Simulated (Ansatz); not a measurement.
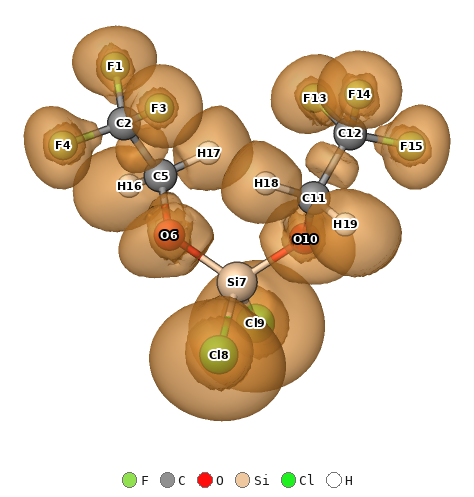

C4H4Cl2F6O2Si (SMILES FC(F)(F)CO[Si](Cl)(Cl)OCC(F)(F)F). Isosurface of the ELF at 0.75 (orange), seen at a tilt. Only the valence region is drawn (cores and ρ < 0.01 e/Å³ removed).

Geometry: PBE0-D4/def2-TZVP.

Level of theory: Ansatz, RKS PBE0-D4/def2-TZVPP.

```xyz
19

F     0.0731    2.3077    2.5813
C    -0.6506    1.3085    2.0682
F     0.0254    0.1699    2.2602
F    -1.7860    1.2225    2.7590
C    -0.8986    1.5681    0.5977
O    -1.6536    0.5086    0.0746
Si   -1.4344   -0.1884   -1.3736
Cl   -2.7546   -1.7160   -1.4375
Cl   -1.7493    1.1197   -2.8803
O     0.0890   -0.7104   -1.5689
C     0.7726   -1.5841   -0.7111
C     2.2009   -1.1041   -0.5661
F     2.2562    0.1280   -0.0474
F     2.8661   -1.9247    0.2521
F     2.8399   -1.0768   -1.7343
H    -1.4477    2.5089    0.5093
H     0.0769    1.6750    0.1140
H     0.3363   -1.6245    0.2914
H     0.7967   -2.5923   -1.1324
```

What do the ELF domains correspond to?

Answer. At this value the surface marks out two regions between bonded C–C atoms (shared pairs), four regions around hydrogen nuclei, two regions on Cl in which the atom's valence shell and bonds are merged, six regions on F in which the atom's valence shell and bonds are merged and two regions on O in which the atom's valence shell and bonds are merged. Along the contacts the grid gives the following. C–F (1.33 Å): the ELF peaks at about 0.85 between the atoms, as expected for a shared but strongly polarised pair. C–O (1.40 Å): the ELF peaks at about 0.85 between the atoms (a polar covalent bond).
